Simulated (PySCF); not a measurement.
## SiH4S: one change and its effect

System: SiH4S (H3Si(SH)), SMILES [SiH3]S.
Method of run A: GIAO HF/pcSseg-2 NMR shielding, non-relativistic, gas phase (PySCF 2.14.0).

The geometry comes from this level: PBE0-D3(BJ)/def2-SVP. Text and figures count atoms from 1; the logs count them from 0 in places.

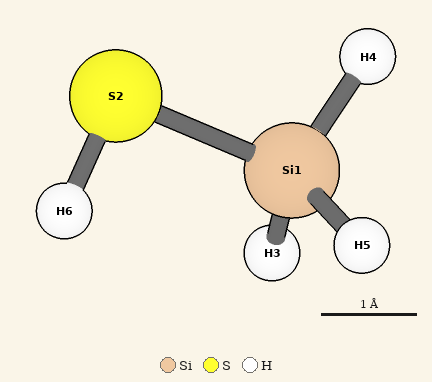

Figure 1. The input geometry (ball-and-stick view, seen at a tilt; atoms are numbered from 1 in the order of the input). Bond lengths as drawn: H–S 1.35 Å, H–Si 1.49 Å and S–Si 2.15 Å.

**Input file, run A**
```
{"job": {"kind": "nmr", "xc": "HF", "basis": "pcSseg-2", "pop": false}, "charge": 0, "multiplicity": 1}
Si    -0.516803    -0.010222    -0.014295
S      1.463780     0.798699    -0.210054
H     -0.747954    -0.586974     1.343872
H     -1.427519     1.148338    -0.233132
H     -0.793821    -1.068672    -1.031030
H      2.091688    -0.373198     0.032219
```

The first line tells a small driver script what to run in PySCF; the rest is the geometry in Å.

Command:
```bash
OMP_NUM_THREADS=1 python <driver script> task.json out
```

Hardware: 1 CPU thread, shared host.

**Output (run A)**
```
final grid: 45160 points
cycle   1  E = -688.8086886695  dE = -2.171e-01  |g| = 2.866e-01  |ddm| = 1.685e+00
cycle   2  E = -688.8405745444  dE = -3.189e-02  |g| = 1.088e-01  |ddm| = 3.547e-01
cycle   3  E = -688.8441445810  dE = -3.570e-03  |g| = 3.130e-02  |ddm| = 1.136e-01
cycle   4  E = -688.8446972295  dE = -5.526e-04  |g| = 7.156e-03  |ddm| = 4.908e-02
cycle   5  E = -688.8447291496  dE = -3.192e-05  |g| = 1.856e-03  |ddm| = 1.168e-02
cycle   6  E = -688.8447318621  dE = -2.712e-06  |g| = 5.057e-04  |ddm| = 3.749e-03
cycle   7  E = -688.8447320520  dE = -1.899e-07  |g| = 8.803e-05  |ddm| = 1.130e-03
cycle   8  E = -688.8447320576  dE = -5.605e-09  |g| = 2.222e-05  |ddm| = 1.882e-04
cycle   9  E = -688.8447320580  dE = -3.731e-10  |g| = 5.748e-06  |ddm| = 5.033e-05
converged SCF energy = -688.8447320580

GIAO shielding tensors (ppm)
atom      isotropic    diamagn.    paramagn.     s11        s22        s33       span
  0 Si     435.911     874.146    -438.235    396.817    436.274    474.641     77.824
  1 S      778.213    1055.708    -277.495    643.356    732.414    958.868    315.512
  2 H       27.328      28.847      -1.519     23.671     25.502     32.812      9.141
  3 H       27.389      28.744      -1.355     24.307     25.198     32.662      8.355
  4 H       27.330      28.809      -1.478     23.680     25.496     32.815      9.134
  5 H       31.393      30.713       0.680     23.555     27.396     43.228     19.673
```

For run B the input was changed thus:
```diff
-"xc": "HF"
+"xc": "KT2"
```

What does this change do to the results?

The total energies belong to different methods, so their difference says nothing on which is more stable or more accurate. The HOMO goes from −10.36 to −6.38 eV. The LUMO goes from 2.57 to −0.97 eV. The dipole moment goes from 1.33 to 1.13 D. Of all shieldings, the largest change is that of Si1, by −26.5 ppm. The method changes from HF to KT2. Exact exchange removes part of the self-interaction error of semilocal functionals, which pushes filled and empty levels apart. The SCF takes 13 iterations against 9.

**Output (run B)**
```
coarse grid: 5728 points
cycle   1  E = -695.7436646416  dE = -8.659e-02  |g| = 2.647e-01  |ddm| = 1.711e+00
cycle   2  E = -695.7301311515  dE =  1.353e-02  |g| = 3.418e-01  |ddm| = 6.244e-01
cycle   3  E = -695.7615462846  dE = -3.142e-02  |g| = 4.538e-02  |ddm| = 3.990e-01
cycle   4  E = -695.7622099885  dE = -6.637e-04  |g| = 1.269e-02  |ddm| = 6.494e-02
cycle   5  E = -695.7622584209  dE = -4.843e-05  |g| = 3.912e-03  |ddm| = 1.638e-02
cycle   6  E = -695.7622627357  dE = -4.315e-06  |g| = 6.317e-04  |ddm| = 3.705e-03
final grid: 45160 points
cycle   7  E = -695.7949712120  dE = -9.606e-05  |g| = 1.292e-02  |ddm| = 1.753e-02
cycle   8  E = -695.7949689780  dE =  2.234e-06  |g| = 8.691e-03  |ddm| = 1.185e-02
cycle   9  E = -695.7949787478  dE = -9.770e-06  |g| = 2.906e-03  |ddm| = 9.867e-03
cycle  10  E = -695.7949813794  dE = -2.632e-06  |g| = 3.114e-04  |ddm| = 3.190e-03
cycle  11  E = -695.7949814007  dE = -2.137e-08  |g| = 1.015e-04  |ddm| = 3.922e-04
cycle  12  E = -695.7949814038  dE = -3.073e-09  |g| = 2.758e-05  |ddm| = 1.244e-04
cycle  13  E = -695.7949814040  dE = -2.215e-10  |g| = 6.376e-06  |ddm| = 3.481e-05
converged SCF energy = -695.7949814040

GIAO shielding tensors (ppm)
atom      isotropic    diamagn.    paramagn.     s11        s22        s33       span
  0 Si     409.459     881.283    -471.824    358.381    406.157    463.839    105.457
  1 S      762.712    1058.682    -295.970    650.584    713.785    923.766    273.183
  2 H       26.352      28.513      -2.162     22.614     24.521     31.919      9.305
  3 H       26.549      28.346      -1.798     23.704     24.429     31.513      7.809
  4 H       26.357      28.474      -2.118     22.628     24.517     31.926      9.298
  5 H       31.203      30.197       1.007     23.357     27.831     42.422     19.065
```

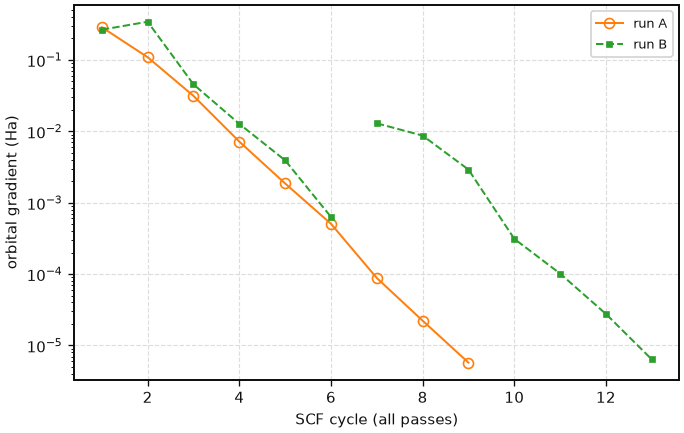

Figure 2. Convergence of the two runs: orbital gradient against the SCF cycle. A break in a curve parts two SCF passes (coarse and final grid). Run A takes 9 cycles in all, and run B takes 13.

**The two runs side by side**

```csv
quantity,run A,run B
outcome,converged,converged
total energy (hartree),−688.844732,−695.794981
HOMO (eV),−10.36,−6.38
LUMO (eV),2.57,−0.97
dipole moment (D),1.33,1.13
shielding of Si1 (ppm),435.9,409.5
shielding of S2 (ppm),778.2,762.7
shielding of H3 (ppm),27.3,26.4
shielding of H4 (ppm),27.4,26.5
shielding of H5 (ppm),27.3,26.4
shielding of H6 (ppm),31.4,31.2
SCF iterations,9,13
basis functions,142,142
wall time (shared host),3.1 s,9.7 s
```
